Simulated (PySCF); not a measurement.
# C5H5FNO (doublet): what the fields show

```xyz
13

N     2.8475   -0.3952    0.4738
C     1.9506   -0.1731   -0.4058
C     0.5458   -0.0575   -0.2104
C    -0.2316   -0.1435    0.9693
C    -1.5333    0.0305    0.6333
C    -1.5811    0.2709   -0.8427
F    -2.0459    1.5394   -1.1386
O    -0.2652    0.1588   -1.2873
H     2.4939   -0.5011    1.4234
H     2.2904   -0.0562   -1.4299
H     0.1608   -0.3168    1.9523
H    -2.4015    0.0534    1.2580
H    -2.2347   -0.4091   -1.4131
```

Geometry: GFN2-xTB.

All numbers below come from UKS B3LYP, pcH-1 on C F H N O, non-relativistic, mean-field spin-orbit, GIAO (PySCF).

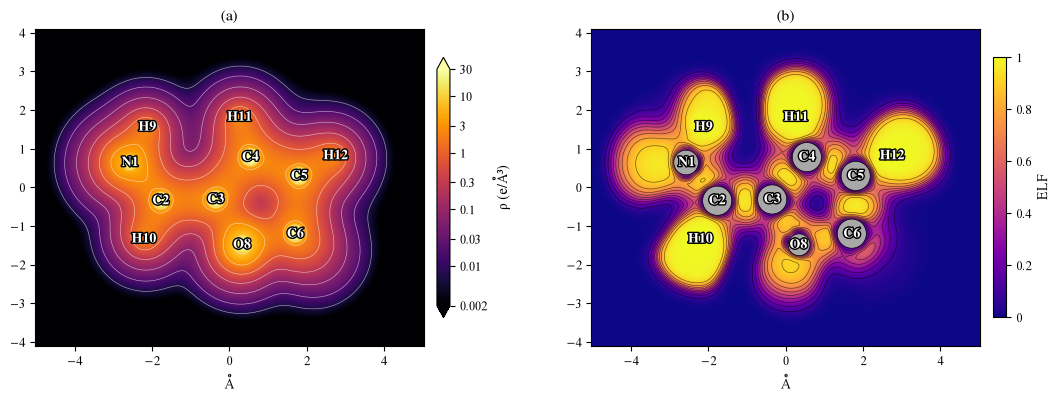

Figure 1. (a) electron density; (b) electron localisation function on the plane of atoms C5, C6 and O8. Grey discs cover the atomic cores in the ELF map.

### What does the map show?

- Atoms in the plane: N, C, O and H.
- C–N (1.28 Å): ρ at the midpoint is about 2.8 e/Å³; the ELF peaks at about 0.90 between the atoms, as expected for localised, covalent bonding.
- C–C (1.36 Å): ρ is about 2.2 e/Å³ halfway; the ELF peaks at about 0.95 between the atoms: localised, covalent bonding.
- C–O (1.37 Å): the density is about 2.3 e/Å³ at the midpoint, with its minimum of 2 e/Å³ about 0.5 Å from C; the ELF peaks at about 0.90 between the atoms: a shared but strongly polarised pair.
- N–H (1.02 Å): ρ at the midpoint is about 2.8 e/Å³; the ELF climbs to about 1 towards the hydrogen, as it does in any bond to H: a covalent bond by its length.
- C–C (1.42 Å): ρ at the midpoint is about 2 e/Å³; the ELF peaks at about 0.95 between the atoms; localised, covalent bonding.
- The ELF also peaks beside O8 and N1, away from the bonds: non-bonding electrons, paired or unpaired.

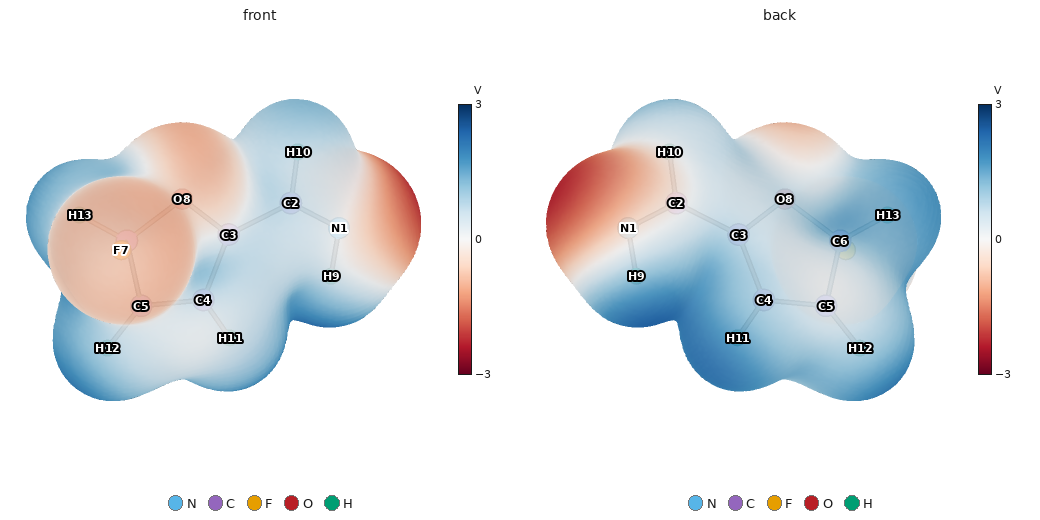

Figure 2. The electrostatic potential painted on the density surface at 0.004 e/bohr³, seen from the front and from behind; the colour scale runs from red (negative) to blue (positive).

### Where is the surface potential most negative and most positive?

The most negative region (about −2.2 V) lies over N1, the most positive (about +2.3 V) over H9. N1 is the likeliest acceptor of a hydrogen bond.

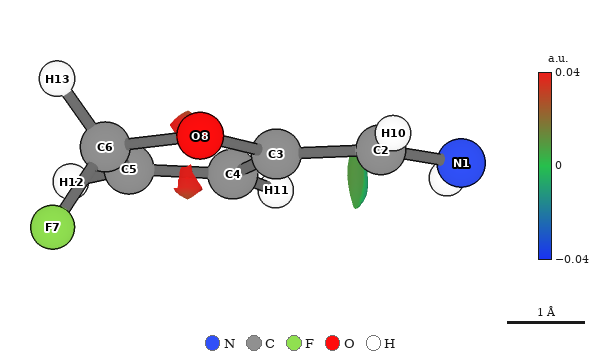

Figure 3. Non-covalent interaction (NCI) plot: the surface where the reduced density gradient is 0.6, for densities under 0.05 a.u., coloured by sign(λ₂)ρ; seen from one side.

### Which non-covalent interactions does the plot reveal?

- Between H9 and N1 on one side and C4 and H11 on the other: a weak contact, attractive (blue-green) on one side and crowded (olive to red) on the other
- Inside the ring or cage of C3, C4, C5, C6 and O8: steric crowding (red) (×2)
